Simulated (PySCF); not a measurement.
SMILES C(C)(C)CC=C (C6H12) at its GFN2-xTB optimised geometry (Å):

```
18

C      2.0514    -1.2256     0.0000
C      0.7319    -1.2256     0.0000
C     -0.1206     0.0018     0.0000
C     -1.0705     0.0453    -1.2065
C     -0.2772     0.1339    -2.5072
C     -2.0289     1.2270    -1.0845
H      2.6177    -0.3082     0.0023
H      2.6248    -2.1373     0.0029
H      0.1886    -2.1627    -0.0040
H      0.5103     0.8928    -0.0018
H     -0.7198     0.0117     0.9159
H     -1.6572    -0.8806    -1.2174
H      0.3037     1.0536    -2.5330
H      0.4081    -0.7060    -2.5944
H     -0.9461     0.1263    -3.3649
H     -1.4743     2.1627    -1.0526
H     -2.7048     1.2589    -1.9363
H     -2.6248     1.1503    -0.1775
```

Method: CAM-B3LYP/def2-SVP (PySCF). Cells within 0.4 Å of a nucleus heavier than hydrogen are left out (blank, or x).

Map of the electrostatic potential (hartree/e), clipped to [-0.08, 0.12] on the plane z = 0.0 Å:

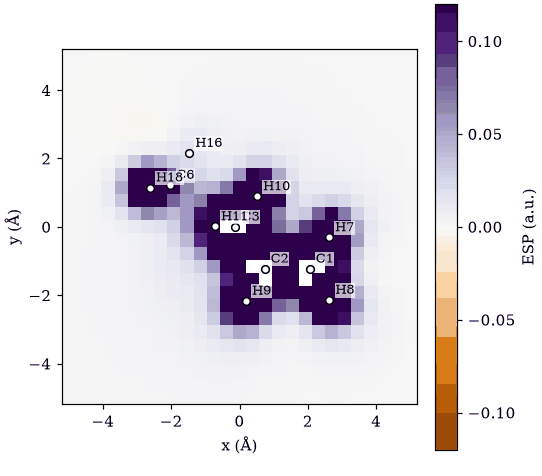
*Electrostatic potential (hartree/e), clipped to [-0.08, 0.12] on the plane z = 0.0 Å.*
